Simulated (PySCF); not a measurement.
# CF3SO3H: NMR shifts in gas and solvents, part 2 of 2

PySCF 2.14.0. Atoms count from 0.

## (5) Shielding tensors: wB97X-D/pcSseg-2

The job: settings as JSON, then the geometry in Å.

```
{"job": {"kind": "nmr", "xc": "wB97X-D", "basis": "pcSseg-2", "pop": false}, "charge": 0, "multiplicity": 1}
O     -0.888337     0.014640     1.625206
S     -0.776081    -0.260655     0.234970
O     -1.367168    -1.378871    -0.397138
O     -1.193295     1.019690    -0.586151
C      1.029214    -0.298724    -0.158883
F      1.588064     0.838415     0.237136
F      1.584767    -1.308094     0.484984
F      1.212898    -0.444656    -1.457388
H     -1.132209     1.800464    -0.016629
```

Level: GIAO wB97X-D/pcSseg-2 NMR shielding, non-relativistic, gas phase.

Log:

```text
coarse grid: 9848 points
cycle   1  E = -961.7063575836  dE =  2.491e+00  |g| = 1.646e+00  |ddm| = 2.513e+00
cycle   2  E = -961.2261294265  dE =  4.802e-01  |g| = 2.464e+00  |ddm| = 1.932e+00
cycle   3  E = -962.1728027996  dE = -9.467e-01  |g| = 1.507e-01  |ddm| = 1.179e+00
cycle   4  E = -962.1749175163  dE = -2.115e-03  |g| = 1.018e-01  |ddm| = 1.087e-01
cycle   5  E = -962.1765293091  dE = -1.612e-03  |g| = 1.530e-02  |ddm| = 4.718e-02
cycle   6  E = -962.1765715020  dE = -4.219e-05  |g| = 3.786e-03  |ddm| = 1.112e-02
cycle   7  E = -962.1765740184  dE = -2.516e-06  |g| = 1.594e-03  |ddm| = 3.170e-03
final grid: 96768 points
cycle   8  E = -962.1661262944  dE = -1.824e-04  |g| = 1.087e-02  |ddm| = 3.708e-02
cycle   9  E = -962.1661272015  dE = -9.070e-07  |g| = 1.088e-02  |ddm| = 7.973e-03
cycle  10  E = -962.1661418948  dE = -1.469e-05  |g| = 1.087e-03  |ddm| = 3.693e-03
cycle  11  E = -962.1661420622  dE = -1.674e-07  |g| = 5.842e-04  |ddm| = 7.832e-04
cycle  12  E = -962.1661421203  dE = -5.811e-08  |g| = 1.964e-04  |ddm| = 3.950e-04
cycle  13  E = -962.1661421273  dE = -6.932e-09  |g| = 4.276e-05  |ddm| = 1.276e-04
cycle  14  E = -962.1661421277  dE = -4.038e-10  |g| = 1.436e-05  |ddm| = 3.972e-05
converged SCF energy = -962.1661421277

GIAO shielding tensors (ppm)
atom      isotropic    diamagn.    paramagn.     s11        s22        s33       span
  0 O      120.985     394.431    -273.446     79.935    115.718    167.303     87.368
  1 S      183.941    1047.783    -863.842     15.696    131.236    404.891    389.195
  2 O      132.616     392.475    -259.859    104.320    125.343    168.186     63.866
  3 O      147.708     387.991    -240.283     70.558     92.694    279.871    209.312
  4 C       54.436     246.920    -192.484     42.900     58.905     61.503     18.603
  5 F      264.200     468.450    -204.250    198.342    245.176    349.082    150.740
  6 F      267.881     465.446    -197.565    202.797    256.066    344.780    141.982
  7 F      263.467     466.410    -202.943    199.801    246.707    343.893    144.093
  8 H       26.355      30.593      -4.238     21.113     22.093     35.860     14.747
```

Run time: 54 s. Hardware: 1 thread of Arm Neoverse V1, shared host; peak memory 1.5 GiB.

This run: δ C4 131.9, O0 201.4, O3 180.5, S1 327, H8 5.28 ppm (means over like atoms).

## (6) Nuclear shieldings: B97-2/pcSseg-2

The job, as its differences from that of step 5:

```diff
@@ -1,2 +1,2 @@
-{"job": {"kind": "nmr", "xc": "wB97X-D", "basis": "pcSseg-2", "pop": false}, "charge": 0, "multiplicity": 1}
+{"job": {"kind": "nmr", "xc": "B97-2", "basis": "pcSseg-2", "pop": false}, "charge": 0, "multiplicity": 1}
 O     -0.888337     0.014640     1.625206
```

Method: GIAO B97-2/pcSseg-2 NMR shielding, non-relativistic, gas phase.

Log:

```text
coarse grid: 9848 points
cycle   1  E = -961.7727530420  dE =  2.339e+00  |g| = 1.567e+00  |ddm| = 2.530e+00
cycle   2  E = -960.5501429960  dE =  1.223e+00  |g| = 3.115e+00  |ddm| = 2.319e+00
cycle   3  E = -962.1719206297  dE = -1.622e+00  |g| = 2.720e-01  |ddm| = 1.727e+00
cycle   4  E = -962.1795874132  dE = -7.667e-03  |g| = 1.780e-01  |ddm| = 2.212e-01
cycle   5  E = -962.1846810620  dE = -5.094e-03  |g| = 3.663e-02  |ddm| = 9.303e-02
cycle   6  E = -962.1849267022  dE = -2.456e-04  |g| = 8.336e-03  |ddm| = 2.641e-02
cycle   7  E = -962.1849347153  dE = -8.013e-06  |g| = 4.375e-03  |ddm| = 5.461e-03
cycle   8  E = -962.1849379287  dE = -3.213e-06  |g| = 1.057e-03  |ddm| = 2.571e-03
final grid: 96768 points
cycle   9  E = -962.1790711177  dE = -1.012e-04  |g| = 1.043e-02  |ddm| = 2.859e-02
cycle  10  E = -962.1790578642  dE =  1.325e-05  |g| = 1.395e-02  |ddm| = 8.937e-03
cycle  11  E = -962.1790848121  dE = -2.695e-05  |g| = 1.416e-03  |ddm| = 5.542e-03
cycle  12  E = -962.1790850882  dE = -2.761e-07  |g| = 7.131e-04  |ddm| = 1.070e-03
cycle  13  E = -962.1790851740  dE = -8.573e-08  |g| = 1.427e-04  |ddm| = 3.885e-04
cycle  14  E = -962.1790851778  dE = -3.816e-09  |g| = 2.943e-05  |ddm| = 1.042e-04
cycle  15  E = -962.1790851779  dE = -1.332e-10  |g| = 9.568e-06  |ddm| = 2.203e-05
converged SCF energy = -962.1790851779

GIAO shielding tensors (ppm)
atom      isotropic    diamagn.    paramagn.     s11        s22        s33       span
  0 O      121.494     394.836    -273.342     80.979    115.865    167.636     86.657
  1 S      193.384    1049.279    -855.895     26.657    140.390    413.105    386.448
  2 O      133.603     392.853    -259.250    105.563    126.790    168.457     62.894
  3 O      148.091     388.627    -240.536     71.563     94.063    278.647    207.084
  4 C       55.209     247.260    -192.051     43.571     59.736     62.320     18.748
  5 F      262.142     469.336    -207.194    197.663    241.146    347.616    149.953
  6 F      265.681     466.386    -200.705    201.999    251.941    343.103    141.103
  7 F      261.467     467.345    -205.878    199.145    242.766    342.491    143.347
  8 H       26.364      30.792      -4.428     21.158     22.100     35.835     14.677
```

Run time: 41 s. Hardware: 1 thread of Arm Neoverse V1, shared host; peak memory 1.3 GiB.

Key values: δ C4 130.2, O0 200.1, O3 179.6, S1 324, H8 5.27 ppm (means over like atoms).

## (7) Shielding tensors: WP04/pcSseg-2 in chloroform

The job, as its differences from that of step 6:

```diff
@@ -1,2 +1,2 @@
-{"job": {"kind": "nmr", "xc": "B97-2", "basis": "pcSseg-2", "pop": false}, "charge": 0, "multiplicity": 1}
+{"job": {"kind": "nmr", "xc": "WP04", "basis": "pcSseg-2", "pop": false, "solvent": "chloroform"}, "charge": 0, "multiplicity": 1}
 O     -0.888337     0.014640     1.625206
```

Level: GIAO WP04/pcSseg-2 NMR shielding, non-relativistic, IEF-PCM chloroform.

Log:

```text
coarse grid: 9848 points
cycle   1  E = -975.5251343220  dE =  2.453e+00  |g| = 2.125e+00  |ddm| = 2.531e+00
cycle   2  E = -972.9779723626  dE =  2.547e+00  |g| = 4.406e+00  |ddm| = 2.975e+00
cycle   3  E = -976.1855924295  dE = -3.208e+00  |g| = 4.571e-01  |ddm| = 2.405e+00
cycle   4  E = -976.2098213378  dE = -2.423e-02  |g| = 2.819e-01  |ddm| = 3.847e-01
cycle   5  E = -976.2212811315  dE = -1.146e-02  |g| = 9.411e-02  |ddm| = 1.522e-01
cycle   6  E = -976.2228741683  dE = -1.593e-03  |g| = 1.206e-02  |ddm| = 5.370e-02
cycle   7  E = -976.2228923587  dE = -1.819e-05  |g| = 5.299e-03  |ddm| = 6.168e-03
cycle   8  E = -976.2228965462  dE = -4.188e-06  |g| = 1.418e-03  |ddm| = 2.656e-03
final grid: 96768 points
cycle   9  E = -976.2055208860  dE = -1.208e-04  |g| = 6.638e-03  |ddm| = 2.869e-02
cycle  10  E = -976.2055065175  dE =  1.437e-05  |g| = 1.146e-02  |ddm| = 7.584e-03
cycle  11  E = -976.2055272591  dE = -2.074e-05  |g| = 1.444e-03  |ddm| = 5.256e-03
cycle  12  E = -976.2055275385  dE = -2.794e-07  |g| = 6.802e-04  |ddm| = 1.012e-03
cycle  13  E = -976.2055276110  dE = -7.249e-08  |g| = 1.504e-04  |ddm| = 3.379e-04
cycle  14  E = -976.2055276140  dE = -3.037e-09  |g| = 6.808e-05  |ddm| = 1.126e-04
cycle  15  E = -976.2055276148  dE = -7.476e-10  |g| = 1.603e-05  |ddm| = 3.748e-05
converged SCF energy = -976.2055276148

GIAO shielding tensors (ppm)
atom      isotropic    diamagn.    paramagn.     s11        s22        s33       span
  0 O      114.709     396.996    -282.287     72.411    103.407    168.308     95.897
  1 S      161.352    1051.468    -890.116     -6.319    110.686    379.689    386.007
  2 O      128.161     395.214    -267.053     94.055    117.639    172.788     78.733
  3 O      136.988     390.505    -253.516     50.880     82.769    277.316    226.436
  4 C       38.085     247.215    -209.130     26.935     42.126     45.193     18.258
  5 F      254.898     471.714    -216.815    185.542    227.315    351.839    166.297
  6 F      259.695     469.196    -209.501    191.526    239.534    348.027    156.501
  7 F      255.870     470.047    -214.177    189.294    230.709    347.607    158.313
  8 H       25.316      29.689      -4.373     20.099     21.056     34.793     14.694
```

It took 41 s on 1 thread of Arm Neoverse V1, shared host; peak memory 1.4 GiB.

This run: δ C4 137.0, O0 202.0, O3 186.4, S1 318, H8 6.55 ppm (means over like atoms).

## (8) Nuclear shieldings: wB97X-D/pcSseg-2 in chloroform

The job, as its differences from that of step 7:

```diff
@@ -1,2 +1,2 @@
-{"job": {"kind": "nmr", "xc": "WP04", "basis": "pcSseg-2", "pop": false, "solvent": "chloroform"}, "charge": 0, "multiplicity": 1}
+{"job": {"kind": "nmr", "xc": "wB97X-D", "basis": "pcSseg-2", "pop": false, "solvent": "chloroform"}, "charge": 0, "multiplicity": 1}
 O     -0.888337     0.014640     1.625206
```

Method: GIAO wB97X-D/pcSseg-2 NMR shielding, non-relativistic, IEF-PCM chloroform.

Log:

```text
coarse grid: 9848 points
cycle   1  E = -961.7277095660  dE =  2.470e+00  |g| = 1.628e+00  |ddm| = 2.513e+00
cycle   2  E = -961.3158932513  dE =  4.118e-01  |g| = 2.363e+00  |ddm| = 1.822e+00
cycle   3  E = -962.1832035980  dE = -8.673e-01  |g| = 1.216e-01  |ddm| = 1.091e+00
cycle   4  E = -962.1844942049  dE = -1.291e-03  |g| = 8.687e-02  |ddm| = 9.119e-02
cycle   5  E = -962.1856624421  dE = -1.168e-03  |g| = 1.415e-02  |ddm| = 4.040e-02
cycle   6  E = -962.1856978808  dE = -3.544e-05  |g| = 3.409e-03  |ddm| = 9.772e-03
cycle   7  E = -962.1857000861  dE = -2.205e-06  |g| = 1.058e-03  |ddm| = 2.927e-03
final grid: 96768 points
cycle   8  E = -962.1752439074  dE = -1.826e-04  |g| = 1.102e-02  |ddm| = 3.724e-02
cycle   9  E = -962.1752456940  dE = -1.787e-06  |g| = 1.085e-02  |ddm| = 7.956e-03
cycle  10  E = -962.1752600164  dE = -1.432e-05  |g| = 9.111e-04  |ddm| = 3.463e-03
cycle  11  E = -962.1752601589  dE = -1.425e-07  |g| = 4.385e-04  |ddm| = 6.675e-04
cycle  12  E = -962.1752601975  dE = -3.860e-08  |g| = 1.603e-04  |ddm| = 3.792e-04
cycle  13  E = -962.1752602020  dE = -4.516e-09  |g| = 4.772e-05  |ddm| = 1.059e-04
cycle  14  E = -962.1752602025  dE = -5.205e-10  |g| = 1.157e-05  |ddm| = 4.586e-05
converged SCF energy = -962.1752602025

GIAO shielding tensors (ppm)
atom      isotropic    diamagn.    paramagn.     s11        s22        s33       span
  0 O      126.685     394.909    -268.223     88.109    119.904    172.043     83.933
  1 S      181.752    1047.829    -866.077     18.756    136.902    389.598    370.842
  2 O      139.415     393.285    -253.870    110.946    130.404    176.894     65.949
  3 O      147.729     388.500    -240.771     66.059     95.547    281.582    215.523
  4 C       54.342     246.738    -192.396     42.745     58.651     61.629     18.884
  5 F      262.614     468.236    -205.623    196.809    242.764    348.267    151.458
  6 F      268.555     465.662    -197.107    203.554    256.836    345.275    141.721
  7 F      263.911     466.603    -202.692    200.706    246.581    344.444    143.738
  8 H       25.377      29.717      -4.340     19.940     20.945     35.247     15.307
```

Wall time 54 s (1 thread of Arm Neoverse V1, shared host); peak memory 1.5 GiB.

This run: δ C4 132.8, O0 202.1, O3 187.4, S1 329, H8 6.24 ppm (means over like atoms).

## (9) Side by side: NMR shifts

Shifts (ppm), means over like atoms, with basis size and wall time (the measured row can stand on another reference than the computed rows):

```csv
run,C4,H8,O0,O3,S1,F5,functions,time
PBE0/pcSseg-2,131.5,5.28,204.7,183.3,324,-87.1,309,44 s
KT3/pcSseg-2,129.8,5.20,205.7,184.3,308,-103.7,309,60 s
wB97X-D/pcSseg-2,131.9,5.28,201.4,180.5,327,-80.2,309,54 s
B97-2/pcSseg-2,130.2,5.27,200.1,179.6,324,-87.1,309,41 s
WP04/pcSseg-2 in chloroform,137.0,6.55,202.0,186.4,318,-77.9,309,41 s
wB97X-D/pcSseg-2 in chloroform,132.8,6.24,202.1,187.4,329,-77.9,309,54 s
measured,–,–,–,–,–,-80.0,–,–
```

Measured: G. Saielli, R. Bini, A. Bagno, Computational 19F NMR. 2. Organic compounds, RSC Adv. 2014, ESI (exp. from Berger-Braun-Kalinowski 1994 and Everett 1995).

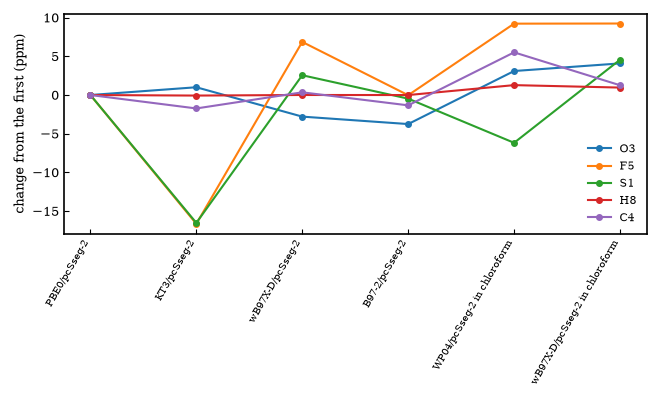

How five of the tabulated atoms move from run to run.

## (10) Summary of results

The summary covers parts 1 to 2.

| quantity | value |
| --- | --- |
| point group | C1 |
| rotational constants (main isotopes) | 2.67, 1.58, 1.57 GHz |
| ¹³C shifts against TMS (PBE0/pcSseg-2) | 131.5 ppm |
| ¹H shifts against TMS (PBE0/pcSseg-2) | 5.28 ppm |
| ¹⁷O shifts against H2O (PBE0/pcSseg-2, means over atoms taken as alike) | 204.7, 183.3 ppm |
| ³³S shifts against CS2 (PBE0/pcSseg-2) | 324 ppm |
| ¹⁹F shifts against CFCl3 (PBE0/pcSseg-2, means over atoms taken as alike) | -87.1 ppm |
| measured, and computed on the same scale | F5 δ -80.0, -87.1 ppm |
| range of the shift of O3 (wB97X-D/pcSseg-2 runs) | 180.5 to 187.4 ppm |

In words: Relaxing lowered the energy by 0.064 eV in 8 steps; the close pair that moved most is S1–C4, from 1.872 to 1.848 Å. At PBE0/pcSseg-2: The widest tensor belongs to S1: span 387 ppm, with a paramagnetic part of -860 ppm. The one measured ¹⁹F shift is missed by -7.1 ppm (computed less measured, unscaled). Vibration, temperature and solvent are missing from the calculation, and it holds one conformer, so part of the miss against the measured shifts is not the functional's. At one level, wB97X-D/pcSseg-2: In ppm, O3 moves most: its shift spreads over 6.9 ppm, from 180.5 (wB97X-D/pcSseg-2) to 187.4 (wB97X-D/pcSseg-2 in chloroform). Most of that comes from the computed reference, not from the atom's own shielding.
